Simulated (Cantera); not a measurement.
Input: 1 mol TEOS, 2 mol H₂O, 0.22 mol H₂, at 48.0 Torr.

Cantera equilibrium calculation (NASA polynomials, part measured and part estimated; ideal gas, pure solids and liquids). Candidate condensed phases: C, C₆H₆, C₇H₈, C₈H₁₈, H₂O, Si, SiC, SiO₂; 123 gas species. The feed counts by its element totals alone. The tables hold silica as quartz up to 1696 K and as liquid above; real silica turns to tridymite and cristobalite and melts near 1996 K. The numbers say what is thermodynamically allowed, not how fast it happens.

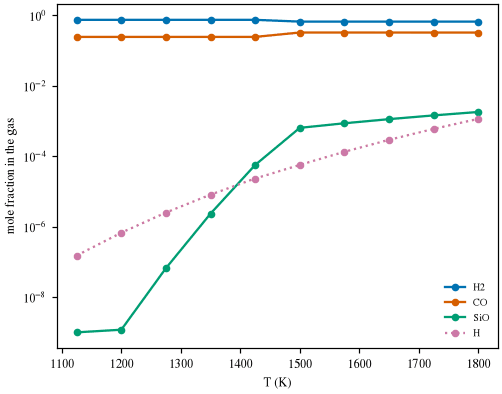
*Equilibrium gas composition (values under 1e-9 drawn at 1e-9)*

From 1125 K to 1425 K the condensed part is C(graphite) + SiO₂(β-quartz). From 1500 K to 1800 K the condensed part is C(graphite) + SiC(s).
